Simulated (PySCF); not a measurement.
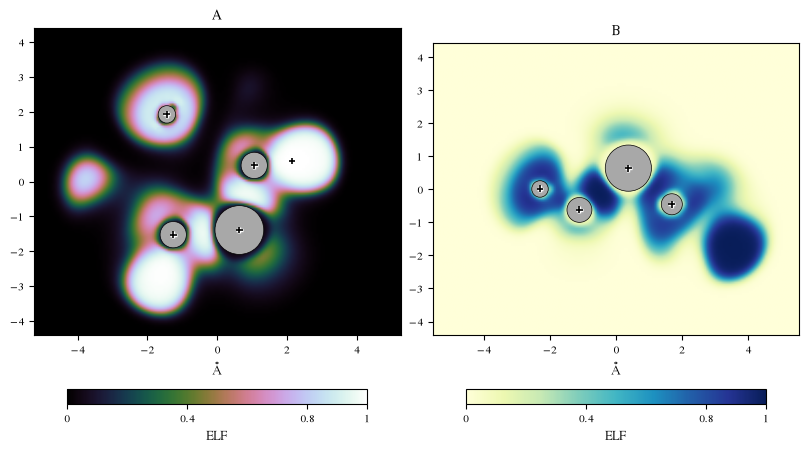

The electron localisation function of 2 systems, each on a plane through atoms (crosses mark nuclei in the plane; grey discs cover the cores).

All numbers below come from PySCF, wB97X-D/def2-SVPD, SCF density, gas phase.

System 1: C$_{4}$H$_{11}$FSi$_{2}$, the plane of atoms Si5, C4 and H12. Geometry: GFN2-xTB.

```yaml
atoms:
  - { symbol: F, position_ang: [-0.8156, 1.2719, -1.7754] }
  - { symbol: C, position_ang: [-0.4915, 1.4770, -0.4323] }
  - { symbol: C, position_ang: [-1.4223, 0.6335, 0.4336] }
  - { symbol: C, position_ang: [-1.3690, -0.8614, 0.1122] }
  - { symbol: Si, position_ang: [0.2884, -1.6970, 0.5255] }
  - { symbol: C, position_ang: [1.6434, -0.7292, -0.3968] }
  - { symbol: Si, position_ang: [1.3869, 1.1376, -0.2042] }
  - { symbol: H, position_ang: [-0.7119, 2.5374, -0.2555] }
  - { symbol: H, position_ang: [-2.4490, 0.9877, 0.2901] }
  - { symbol: H, position_ang: [-1.1540, 0.8093, 1.4778] }
  - { symbol: H, position_ang: [-1.5945, -0.9896, -0.9483] }
  - { symbol: H, position_ang: [-2.1746, -1.3564, 0.6571] }
  - { symbol: H, position_ang: [0.5236, -1.6283, 1.9755] }
  - { symbol: H, position_ang: [0.2619, -3.1020, 0.0976] }
  - { symbol: H, position_ang: [1.6010, -0.9861, -1.4548] }
  - { symbol: H, position_ang: [2.6329, -1.0164, -0.0487] }
  - { symbol: H, position_ang: [1.7277, 1.5995, 1.1481] }
  - { symbol: H, position_ang: [2.1079, 1.9186, -1.2134] }
```

System 2: C$_{3}$H$_{6}$F$_{3}$NSi, the plane of atoms Si3, C5 and F7. Geometry: GFN2-xTB.

| atom | x (Å) | y (Å) | z (Å) |
| --- | --- | --- | --- |
| C | -2.3469 | -0.9107 | 0.4290 |
| N | -1.1984 | -0.4258 | 0.4996 |
| Si | 0.0116 | 0.1919 | -0.5400 |
| C | 0.5201 | 1.8689 | 0.1635 |
| C | 1.4515 | -1.0630 | -0.1544 |
| F | 1.1286 | -2.3443 | -0.4329 |
| F | 2.5522 | -0.7967 | -0.8917 |
| F | 1.8566 | -1.0518 | 1.1282 |
| H | -2.9072 | -1.0515 | -0.4967 |
| H | -2.8428 | -1.2211 | 1.3448 |
| H | -0.1032 | 0.1629 | -2.0021 |
| H | 1.4418 | 2.2195 | -0.2912 |
| H | 0.6802 | 1.8036 | 1.2366 |
| H | -0.2448 | 2.6175 | -0.0149 |

Which map belongs to which system?

Panel A is system 1, C$_{4}$H$_{11}$FSi$_{2}$: the plane holds F, C, Si and H. C–Si (1.90 Å): the ELF peaks at about 0.95 between the atoms; localised, covalent bonding. Panel B is system 2, C$_{3}$H$_{6}$F$_{3}$NSi: the plane holds N, Si, C and F. C–F (1.35 Å): the ELF peaks at about 0.85 between the atoms: a shared but strongly polarised pair.
